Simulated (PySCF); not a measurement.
SMILES OB(O)[SiH2][Si](C)(C)C, GFN2-xTB optimised geometry. Atoms within 1.6 Å of the plane z = 1.5 Å (x, y, z in Å): Si2 (1.10, -1.11, 0.00), C3 (0.53, -2.09, 1.54), C4 (3.02, -1.11, 0.00), Si5 (0.21, 1.05, 0.00), B6 (-1.73, 1.14, 0.34), O7 (-2.40, 2.12, 1.02), H12 (0.87, -1.61, 2.46), H13 (0.92, -3.10, 1.55), H14 (-0.55, -2.15, 1.58), H15 (3.41, -0.60, 0.88), H16 (3.42, -2.12, 0.00), H18 (0.94, 1.91, 0.97), H20 (-1.88, 2.84, 1.37), H21 (-3.42, 0.21, 0.03).

Method: B3LYP/def2-SVP run with PySCF. Cells within 0.4 Å of a nucleus heavier than hydrogen are left out (blank, or x).

Map of the log10 of the electron density (e/bohr³), floored at −4 on the plane z = 1.5 Å:

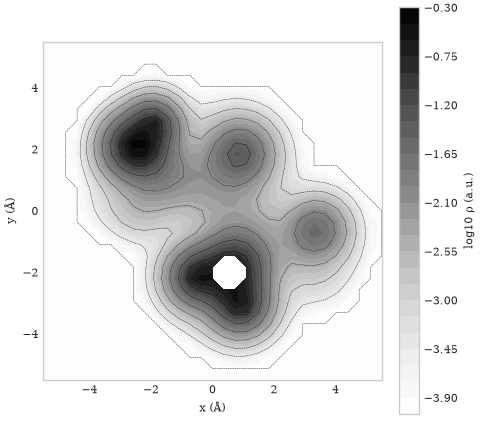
Log10 of the electron density (e/bohr³), floored at −4 on the plane z = 1.5 Å.
